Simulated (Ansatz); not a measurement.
## Electronic structure of BH$_{3}$···Cl (doublet) in real space

```xyz
5

B     0.0000    0.0000    0.0180
H     0.0000    0.0000    1.2562
H     1.0622    0.0000   -0.5398
H    -1.0622    0.0000   -0.5398
Cl    0.0000    0.0000    3.1653
```

The calculation used Ansatz 0.2.0, UKS CAM-B3LYP-D4/def2-SVP.

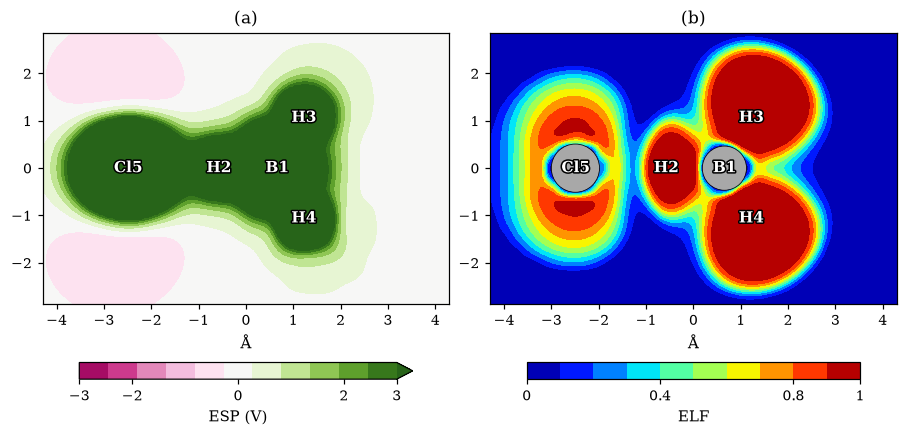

Figure 1. (a) electrostatic potential; (b) electron localisation function on the molecular plane. Grey discs cover the atomic cores in the ELF map.

Interpret the plot.

Answer.
- The section cuts through B, H and Cl sites.
- Cl5···H2 (1.91 Å): the ELF climbs to about 1 towards the hydrogen, as it does in any bond to H.
- B–H (1.20 Å): the ELF climbs to about 1 towards the hydrogen: a covalent bond by its length.
- Outside the dense part of the complex the potential is most negative (−0.8 V) near Cl5.

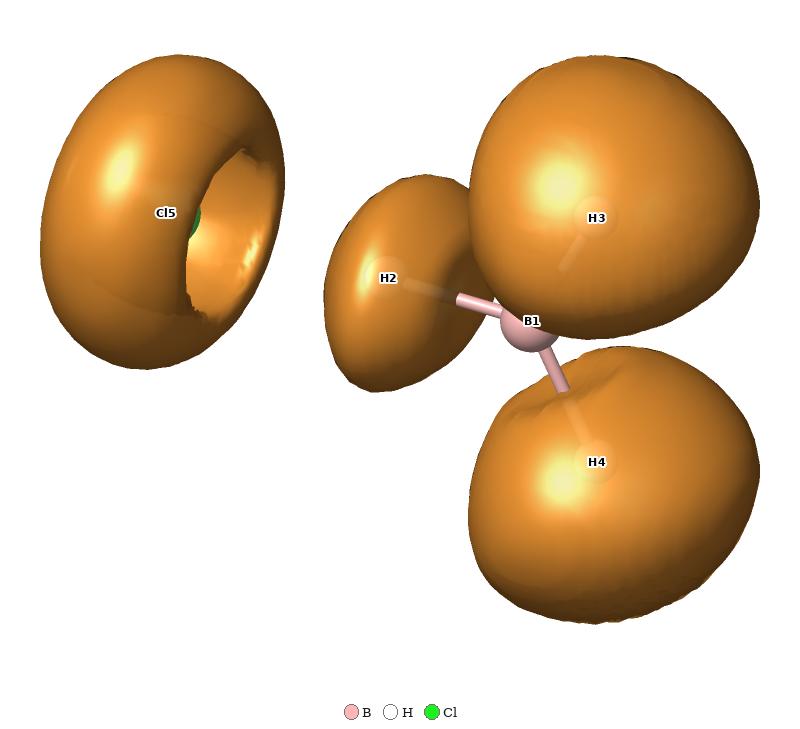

Figure 2. Isosurface of the ELF at 0.85 (orange), seen at a tilt. Core shells and regions of very low density are left out.

Where are the electrons localised?

Answer. The surface consists of three regions around hydrogen nuclei and one region wrapped around Cl (its valence shell).

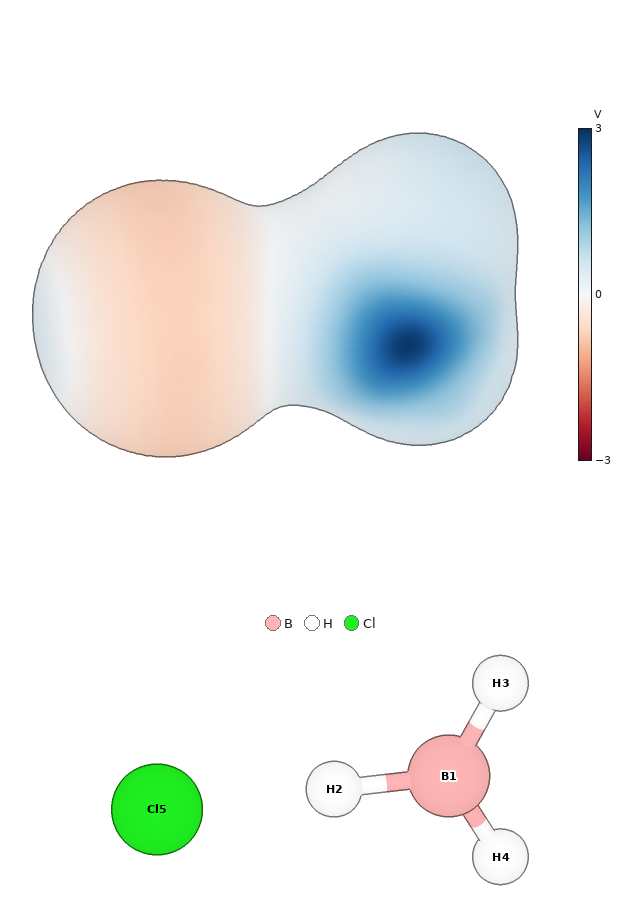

Figure 3. The electrostatic potential painted on the density surface at 0.002 e/bohr³, seen at a tilt; red is negative and blue positive. The bare structure is drawn below in the same view.

Which sites attract a positive test charge, and which a negative one?

Answer. A positive charge is drawn to the negative regions and a negative charge to the positive ones. The most negative region (about −0.7 V, or −16 kcal/mol for a unit charge) lies over Cl5, the most positive (about +2.7 V, or +62 kcal/mol for a unit charge) over B1.
